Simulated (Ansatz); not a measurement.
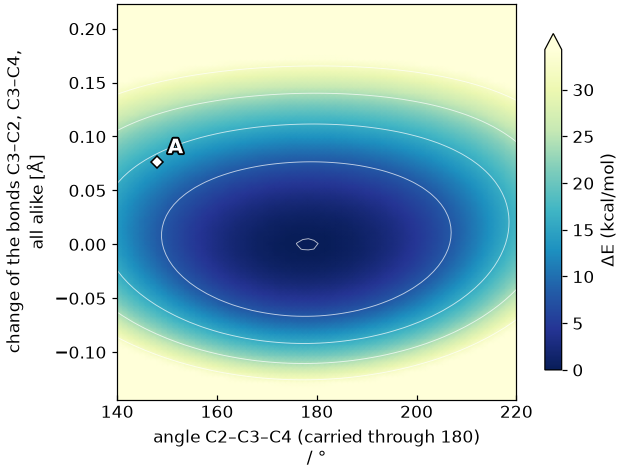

C₄H₈Si, SMILES CC=C=C[SiH3]. 
- Coordinates scanned: (1) angle C2–C3–C4 (carried through 180); (2) change of the bonds C3–C2, C3–C4, all alike.
- Nothing is relaxed (all other coordinates rigid).
- Grid: 11 × 11 points.
- Points are written as (first, second).
- Energies are in kcal/mol, from the lowest grid point.
- Computed with RKS PBE0-D4/def2-SVP in Ansatz 0.2.0.

In the figure: a smooth colour map with a few white contour lines, one colour for all values above the top of the scale, the point A. Between grid points the surface is interpolated.

**Which way does the force act at A, and how strong is it?**

A, at (148°, 0.076 Å), is not a stationary point. The computed force is 0.44 kcal/mol for each degree towards larger values of the first coordinate and 170 kcal/mol for each Å towards smaller values of the second coordinate.
